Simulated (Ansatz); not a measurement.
# C3H6F2 (1,3-difluoropropane) at PBE0/cc-pVDZ

What is the energy change on altering one bond length of C3H6F2 (1,3-difluoropropane) at PBE0/cc-pVDZ? 

Program for the calculation: Ansatz 0.2.0.

49 further runs of the same task are left out: 49 set aside as unsound or not needed.

**1. The system as given**

C3H6F2 has 11 atoms, charge 0, and is taken as a singlet. SMILES: `FCCCF`. The shape is that of a PBE0-D4/def2-TZVP optimisation. This is one conformer, not always the lowest.

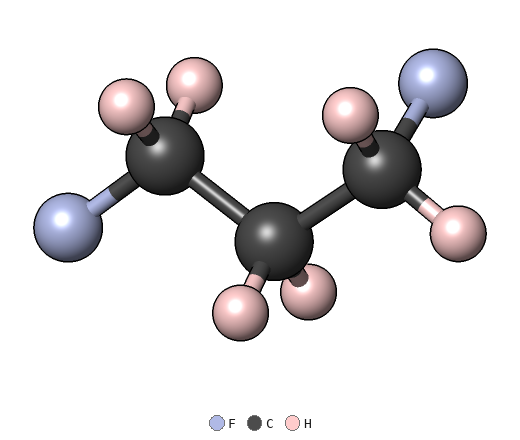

Viewed from a chosen angle; fluorine light blue, carbon dark grey, hydrogen pink.

**2. A single-point energy at PBE0/cc-pVDZ**

Input file run.yaml:

```yaml
crystal:
  periodic: [false, false, false]
  atoms:
    - symbol: F
      position_ang: [-1.964400, 1.432700, -0.107100]
    - symbol: C
      position_ang: [-0.715300, 1.000700, 0.300600]
    - symbol: C
      position_ang: [-0.375000, -0.298800, -0.387800]
    - symbol: C
      position_ang: [0.967500, -0.838200, 0.034700]
    - symbol: F
      position_ang: [1.975600, 0.040200, -0.331200]
    - symbol: H
      position_ang: [-0.744500, 0.875300, 1.388600]
    - symbol: H
      position_ang: [0.008000, 1.781800, 0.054100]
    - symbol: H
      position_ang: [-0.388200, -0.154300, -1.471600]
    - symbol: H
      position_ang: [-1.138100, -1.046200, -0.147100]
    - symbol: H
      position_ang: [1.026200, -0.968100, 1.120800]
    - symbol: H
      position_ang: [1.173400, -1.798000, -0.445900]
basis:
  gaussian:
    orbitals: cc-pVDZ
hamiltonian:
  xc: pbe0
accuracy: high
output: {orbitals: {seedname: orbitals}}
```

The run is started by

```bash
ansatz run run.yaml --threads 1 --pin off --max-ram 3480MiB --events-out events.jsonl --progress --plain --runs-dir runs
```

What it wrote:

```text
Warning: RAYON_NUM_THREADS=1 ignored (pool sized by the plan → 1); use --threads N
Functional definition: PBE0
  name "PBE0"
  parameter a = 0.25
  parameter kappa = 0.804
  parameter beta = 0.06672455060314922
  exchange = (1 - a)*pbe_x(kappa = kappa, mu = beta*pi^2/3) + a*exact_x
  correlation = pbe_c(beta = beta)
2402 factors; integrals over basis functions are off by at most 3.6e-9 eV
mean field evaluation 1: about -8630.1096 eV, gradient 3.9e1 eV
mean field evaluation 2: about -8630.3491 eV, gradient 3.7e1 eV
mean field evaluation 4: about -8633.4234 eV, gradient 1.2e0 eV
mean field evaluation 8: about -8633.6946 eV, gradient 2.6e-1 eV
mean field evaluation 16: about -8633.6947 eV, gradient 2.6e-5 eV
mean field -8633.69472898 eV, -317.2824291616 hartree, gradient 1.7e-8 eV, S^2 0.000000; 0 other end points of the search recorded, 0 dependent functions left out
reference -8633.69473126 eV, -317.2824292454 hartree; 21, 21 occupied and 79, 79 virtual orbitals, 2402 factors
Total energy: -8633.69473126 eV, -317.2824292454 hartree
```

It took 9.9 s on 1 thread of Arm Neoverse V1, shared host; peak memory 0.36 GiB.

**3. The distorted shape at the same level**

Input file job.yaml:

```yaml
crystal:
  periodic: [false, false, false]
  atoms:
    - {symbol: F, position_ang: [-2.015456, 1.627666, -0.003818]}
    - {symbol: C, position_ang: [-0.766356, 1.195666, 0.403882]}
    - {symbol: C, position_ang: [-0.375000, -0.298800, -0.387800]}
    - {symbol: C, position_ang: [0.967500, -0.838200, 0.034700]}
    - {symbol: F, position_ang: [1.975600, 0.040200, -0.331200]}
    - {symbol: H, position_ang: [-0.795556, 1.070266, 1.491882]}
    - {symbol: H, position_ang: [-0.043056, 1.976766, 0.157382]}
    - {symbol: H, position_ang: [-0.388200, -0.154300, -1.471600]}
    - {symbol: H, position_ang: [-1.138100, -1.046200, -0.147100]}
    - {symbol: H, position_ang: [1.026200, -0.968100, 1.120800]}
    - {symbol: H, position_ang: [1.173400, -1.798000, -0.445900]}
basis:
  gaussian: {orbitals: cc-pVDZ}
accuracy: high
hamiltonian: {xc: {name: PBE0}}
output: {orbitals: {seedname: orbitals}}
```

The run is started by

```bash
ansatz run job.yaml --threads 1 --pin off --max-ram 3480MiB --events-out events.jsonl --progress --plain --runs-dir runs
```

What it wrote, cut to the lines that bear on the results:

```text
Warning: RAYON_NUM_THREADS=1 ignored (pool sized by the plan → 1); use --threads N
[... 7 set-up lines as earlier in the session ...]
2395 factors; integrals over basis functions are off by at most 3.5e-9 eV
mean field evaluation 1: about -8629.9734 eV, gradient 3.6e1 eV
mean field evaluation 2: about -8630.2399 eV, gradient 3.5e1 eV
mean field evaluation 4: about -8632.9090 eV, gradient 1.3e0 eV
mean field evaluation 8: about -8633.1813 eV, gradient 3.4e-1 eV
mean field evaluation 16: about -8633.1815 eV, gradient 3.5e-5 eV
mean field -8633.18145268 eV, -317.2635666054 hartree, gradient 5.4e-8 eV, S^2 0.000000; 0 other end points of the search recorded, 0 dependent functions left out
reference -8633.18145493 eV, -317.2635666882 hartree; 21, 21 occupied and 79, 79 virtual orbitals, 2395 factors
Total energy: -8633.18145493 eV, -317.2635666882 hartree
```

Run time: 11 s. Hardware: 1 thread of Arm Neoverse V1, shared host; peak memory 0.36 GiB.

**4. Summary of results**

Level: PBE0/cc-pVDZ.

| quantity | value |
| --- | --- |
| first shape: total energy | -317.28243 Eh |
| first shape: HOMO energy | -9.06 eV |
| first shape: LUMO energy | 1.83 eV |
| first shape: HOMO–LUMO gap | 10.89 eV |
| distorted shape: total energy | -317.26357 Eh |
| distorted shape: HOMO energy | -8.65 eV |
| distorted shape: LUMO energy | 1.85 eV |
| distorted shape: HOMO–LUMO gap | 10.51 eV |
| energy change with the C2–C3 bond stretched from 1.509 to 1.736 Å | 0.513 eV |

With the C2–C3 bond stretched from 1.509 to 1.736 Å the energy rises by 0.51 eV (49.5 kJ/mol). The first shape isn't relaxed at this level, so the change isn't measured from a minimum.
